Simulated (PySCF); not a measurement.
Consider C₆H₁₀ClFSi.

```yaml
atoms:
  - { symbol: C, position_ang: [2.6885, -0.5638, -0.1317] }
  - { symbol: C, position_ang: [1.3293, 0.0341, 0.0222] }
  - { symbol: C, position_ang: [1.0741, 1.2635, 0.4740] }
  - { symbol: Si, position_ang: [-0.7534, 1.6601, 0.5301] }
  - { symbol: C, position_ang: [-1.1223, 0.0086, -0.4073] }
  - { symbol: F, position_ang: [-1.3319, 0.3343, -1.7558] }
  - { symbol: C, position_ang: [-2.3422, -0.7552, 0.0580] }
  - { symbol: Cl, position_ang: [-3.7133, 0.3589, 0.2852] }
  - { symbol: C, position_ang: [0.1567, -0.8345, -0.3496] }
  - { symbol: H, position_ang: [2.8673, -0.8239, -1.1749] }
  - { symbol: H, position_ang: [3.4595, 0.1294, 0.1943] }
  - { symbol: H, position_ang: [2.7678, -1.4799, 0.4536] }
  - { symbol: H, position_ang: [1.8759, 1.9239, 0.7637] }
  - { symbol: H, position_ang: [-1.3152, 1.6365, 1.8813] }
  - { symbol: H, position_ang: [-1.2196, 2.7846, -0.2703] }
  - { symbol: H, position_ang: [-2.6542, -1.5032, -0.6728] }
  - { symbol: H, position_ang: [-2.1545, -1.2223, 1.0233] }
  - { symbol: H, position_ang: [0.3259, -1.3084, -1.3202] }
  - { symbol: H, position_ang: [0.0518, -1.6334, 0.3896] }
```

Geometry: GFN2-xTB.

Method: PBE0/pcSseg-1, SCF density, gas phase, non-relativistic in PySCF 2.14.0.

Predict the electron density and electron localisation function between the atoms.

C–C (1.33 Å): ρ at the midpoint is about 2.3 e/Å³; the ELF peaks at about 0.95 between the atoms: a short, multiple covalent bond.
C–Si (1.87 Å): ρ at the midpoint is about 0.95 e/Å³; the ELF peaks at about 0.95 between the atoms; a shared electron pair.
C–H (1.08 Å): ρ at the midpoint is about 2 e/Å³; the ELF climbs to about 1 towards the hydrogen, as it does in any bond to H (an ordinary covalent bond to hydrogen).
C–C (1.49 Å): ρ at the midpoint is about 1.7 e/Å³; the ELF peaks at about 0.95 between the atoms, as expected for a shared electron pair.

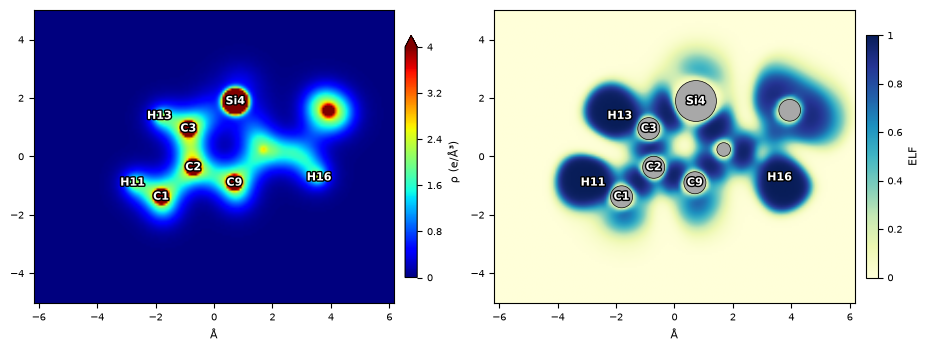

Computed electron density and electron localisation function on the plane of atoms C1, C2 and C9, in this order. Grey discs cover the atomic cores in the ELF map. 
